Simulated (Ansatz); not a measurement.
# InHCl (SMILES [Cl][InH]): U-wB97X/def2-TZVPP (core potential)

What is the vertical doublet–quartet gap of InHCl at U-wB97X/def2-TZVPP (core potential)? 

The calculation is run with Ansatz 0.2.0.

38 further runs of the same task are left out: 38 set aside as unsound or not needed.

## Step 1: Starting point

InHCl has 3 atoms, charge 0, and is taken as a doublet. SMILES: `[Cl][InH]`. Geometry: relaxed at PBE0-D4/def2-TZVP.

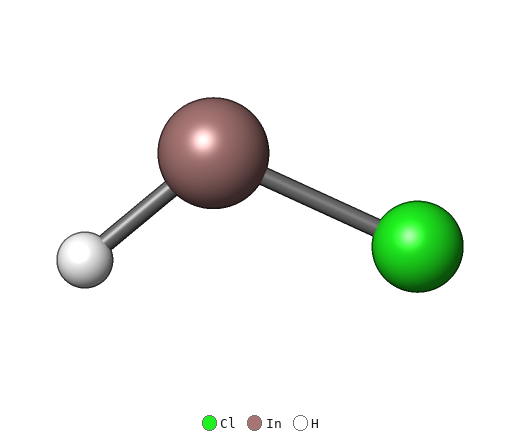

Viewed from a chosen angle; chlorine green, indium brown, hydrogen white.

## Step 2: A single-point energy at U-wB97X/def2-TZVPP (core potential)

The input, input.yaml:

```yaml
crystal:
  periodic: [false, false, false]
  atoms:
    - {symbol: Cl, position_ang: [-1.649800, 0.396800, -0.867400]}
    - {symbol: In, position_ang: [0.409500, 0.542400, 0.286100]}
    - {symbol: H, position_ang: [1.229400, -1.003900, 0.568100]}
basis:
  gaussian: {orbitals: def2-TZVPP}
magnetization: {spin_polarized: true, initial_magnetization: 1}
hamiltonian: {xc: {name: wB97X}}
accuracy: high
output: {orbitals: {seedname: orbitals}}
```

Run with:

```console
$ ansatz run input.yaml --threads 1 --pin off --max-ram 3480MiB --events-out events.jsonl --progress --plain --runs-dir runs
```

The log of the run:

```text
Warning: RAYON_NUM_THREADS=1 ignored (pool sized by the plan → 1); use --threads N
Functional definition: wB97X
  name "wB97X"
  parameter omega = 0.3/bohr
  parameter cx = 0.157706
  parameter cx1 = 0.726479
  parameter cx2 = 1.04760
  parameter cx3 = -5.70635
  parameter cx4 = 13.2794
  parameter css1 = -4.33879
  parameter css2 = 18.2308
  parameter css3 = -31.7430
  parameter css4 = 17.2901
  parameter cos1 = 2.37031
  parameter cos2 = -11.3995
  parameter cos3 = 6.58405
  parameter cos4 = -3.78132
  exchange = spin_sum(e_x_unif_sr(omega)*poly(b97_u_x, 1 - cx, cx1, cx2, cx3, cx4)) + cx*exact_x_sr(omega)
      + exact_x_lr(omega)
  correlation = spin_sum(e_c_pw_same_spin*poly(b97_u_same, 1, css1, css2, css3, css4))
      + integral(e_c_pw_opposite_spin*poly(b97_u_opposite, 1, cos1, cos2, cos3, cos4))
1766 factors; integrals over basis functions are off by at most 3.3e-9 eV
349 factors; integrals over basis functions are off by at most 1.8e-9 eV
mean field evaluation 1: about -17713.2618 eV, gradient 1.3e1 eV
mean field evaluation 2: about -17713.8805 eV, gradient 1.2e1 eV
mean field evaluation 4: about -17714.4315 eV, gradient 1.1e0 eV
mean field evaluation 8: about -17714.4685 eV, gradient 2.2e-1 eV
mean field evaluation 16: about -17714.4697 eV, gradient 1.2e-3 eV
mean field evaluation 32: about -17714.4697 eV, gradient 8.8e-8 eV
mean field -17714.46972442 eV, -650.9947550737 hartree, gradient 8.8e-8 eV, S^2 0.757332; 0 other end points of the search recorded, 0 dependent functions left out
reference -17714.46972203 eV, -650.9947549859 hartree; 20, 19 occupied and 86, 87 virtual orbitals, 1766 factors
Total energy: -17714.46972203 eV, -650.9947549859 hartree
```

Run time: 49 s. Hardware: 1 thread of Arm Neoverse V2, shared host; peak memory 0.76 GiB.

## Step 3: The quartet at the same level

The input, run.yaml:

```yaml
crystal:
  periodic: [false, false, false]
  atoms:
    - {symbol: Cl, position_ang: [-1.649800, 0.396800, -0.867400]}
    - {symbol: In, position_ang: [0.409500, 0.542400, 0.286100]}
    - {symbol: H, position_ang: [1.229400, -1.003900, 0.568100]}
basis:
  gaussian: {orbitals: def2-TZVPP}
magnetization: {spin_polarized: true, initial_magnetization: 3}
hamiltonian: {xc: {name: wB97X}}
accuracy: high
output: {orbitals: {seedname: orbitals}}
```

Run with:

```console
$ ansatz run run.yaml --threads 1 --pin off --max-ram 3480MiB --events-out events.jsonl --progress --plain --runs-dir runs
```

The log of the run, shortened:

```text
Warning: RAYON_NUM_THREADS=1 ignored (pool sized by the plan → 1); use --threads N
[... 2 set-up lines as earlier in the session ...]
[...]
      + exact_x_lr(omega)
[...]
      + integral(e_c_pw_opposite_spin*poly(b97_u_opposite, 1, cos1, cos2, cos3, cos4))
1766 factors; integrals over basis functions are off by at most 3.3e-9 eV
349 factors; integrals over basis functions are off by at most 1.8e-9 eV
[...]
mean field -17709.00107009 eV, -650.7937857337 hartree, gradient 7.6e-8 eV, S^2 3.768945; 3 other end points of the search recorded, 0 dependent functions left out
reference -17709.00106982 eV, -650.7937857239 hartree; 21, 18 occupied and 85, 88 virtual orbitals, 1766 factors
Total energy: -17709.00106982 eV, -650.7937857239 hartree
```

Wall time 1.9 min (1 thread of Arm Neoverse V2, shared host); peak memory 0.78 GiB.

## Step 4: Outcome

Level: U-wB97X/def2-TZVPP (core potential).

```
                                        quantity          value
                           doublet: total energy  -650.99475 Eh
     doublet: HOMO energy (highest over α and β)       -8.29 eV
      doublet: LUMO energy (lowest over α and β)       -2.12 eV
                                   doublet: ⟨S²⟩          0.757
                           quartet: total energy  -650.79379 Eh
     quartet: HOMO energy (highest over α and β)       -5.67 eV
                                   quartet: ⟨S²⟩          3.769
vertical energy of the quartet above the doublet       5.469 eV
```

At this shape the quartet lies 5.47 eV (528 kJ/mol) above the doublet.
